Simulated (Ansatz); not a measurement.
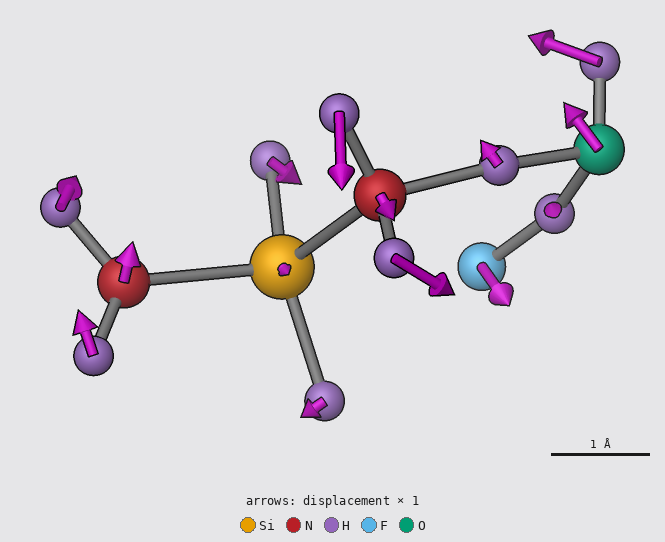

This is a constrained relaxation of SiN2H9OF. The starting structure is drawn; purple arrows show the displacements, at their true length. The two geometries are superimposed by the best rigid fit.

The picture is a ball-and-stick view, seen from a free direction.

The reaction that was planned forms Si1–F7, H6–O9, N2–H8 and breaks Si1–N2, H6–F7, H8–O9 (atoms numbered from 1 in input order).

Computed with RKS PBE0-D4/def2-SVP (Ansatz).

Input file:
```yaml
crystal:
  periodic: [false, false, false]
  atoms:
    - {symbol: Si, position_ang: [-0.456300, -0.483200, -0.746000]}
    - {symbol: N, position_ang: [0.164800, -0.186400, 0.954900]}
    - {symbol: H, position_ang: [0.627300, -1.173700, -1.410700]}
    - {symbol: H, position_ang: [-1.242200, 0.706300, -1.017400]}
    - {symbol: N, position_ang: [-1.680300, -1.700400, -0.671300]}
    - {symbol: H, position_ang: [1.553600, 1.576600, -0.371300]}
    - {symbol: F, position_ang: [1.125200, 1.209500, -1.396100]}
    - {symbol: H, position_ang: [0.984700, 0.863400, 0.985900]}
    - {symbol: O, position_ang: [1.698500, 1.786100, 0.800000]}
    - {symbol: H, position_ang: [-0.583100, -0.023300, 1.615900]}
    - {symbol: H, position_ang: [0.713700, -0.962200, 1.299800]}
    - {symbol: H, position_ang: [-2.625700, -1.515800, -0.386500]}
    - {symbol: H, position_ang: [-1.474800, -2.682600, -0.626800]}
    - {symbol: H, position_ang: [1.194600, 2.585700, 0.969600]}
basis:
  gaussian: {orbitals: def2-SVP}
hamiltonian: {xc: pbe0, dispersion: d4}
relax: {f_tol: 0.04, max_steps: 150, escape_saddle: false, constraints: [{distance: [0, 6]}, {distance: [5, 8]}, {distance: [1, 7]}, {distance: [0, 1]}, {distance: [5, 6]}, {distance: [7, 8]}]}
```

Command:
```bash
ansatz run in.yaml --threads 8 --pin off --events-out ev --progress --plain --max-ram 19148MiB
```

Question: What happened in the run?

Answer: After 15 accepted moves (18 points after the start) the energy has fallen by 14.0 kJ/mol. The largest force component goes from 0.52 to 0.025 eV/Å. The line search rejected the trial steps at points 6, 13, 14 of the run. The largest move after the best rigid fit is that of H10, 0.96 Å. Largest moves by element: H 0.96 Å, F 0.77 Å, O 0.64 Å, N 0.45 Å, Si 0.14 Å. Among the contacts that change: Si1–H3 1.447 → 1.482 Å, Si1–N5 1.728 → 1.744 Å, N2–H10 1.011 → 1.020 Å, N5–H12 1.004 → 1.013 Å. Among the angles between lasting bonds that change: H3–Si1–H4 135.3° → 121.3°, N2–H8–O9 169.6° → 158.5°, H8–N2–H10 108.2° → 118.5°. Groups turn about Si1–N2 by about 50°. Cost: 24 s on 8 threads of Arm Neoverse V2, with other jobs on the host.
